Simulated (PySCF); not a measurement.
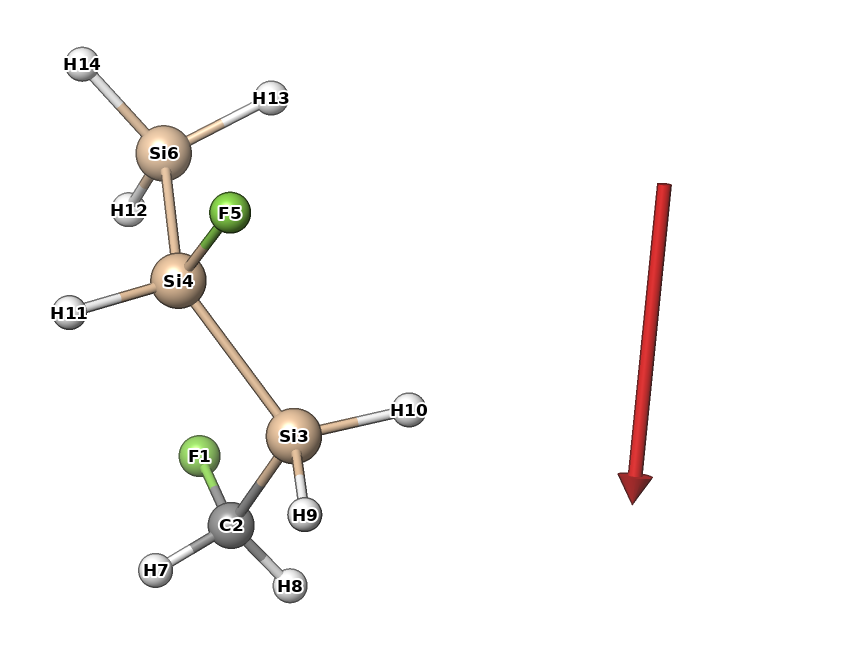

The arrow beside the molecule shows the direction of the dipole moment, from the negative to the positive end (its length means nothing). Computed geometry: GFN2-xTB optimisation. No frequency run is at hand to confirm it as a minimum. Method: PBE0/pcSseg-1, gas phase (PySCF 2.14.0).

> How large is the dipole moment?

1.75 D; it points from the side of H14 to the side of H7, H8 (the outermost atoms at the two ends).

The geometry is semi-empirical. Around Si such bond lengths and angles can be off by a tenth of an ångström or more and by several degrees, and values that hang on the shape move with them.
